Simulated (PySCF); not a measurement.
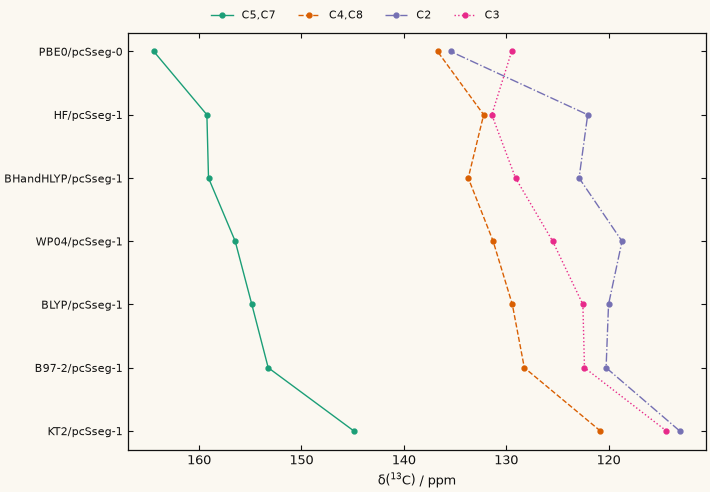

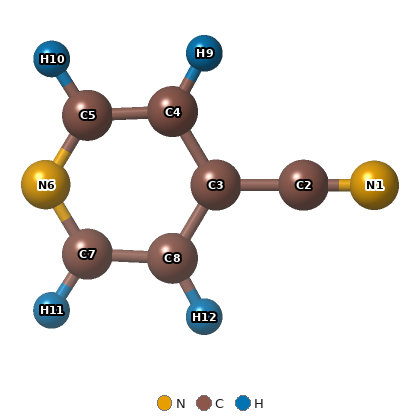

GIAO ¹³C shifts of C₆H₄N₂, SMILES N#Cc1ccncc1 at several levels, one geometry, PySCF 2.14.0, at a PBE0-D3(BJ)/def2-SVP geometry (no frequency check); values of one conformer, averaged over methyl-type rotors and exact or near symmetry; each against TMS at the same level.

How much does each signal move over these levels?

Answer.
```
 atoms  lowest  highest  spread (ppm)
C5, C7   144.9    164.4          19.5
C4, C8   120.8    136.7          15.9
    C2   113.1    135.4          22.4
    C3   114.3    131.4          17.1
```

Do all levels give the signals in the same order?

Answer. No, some signals change places between levels.
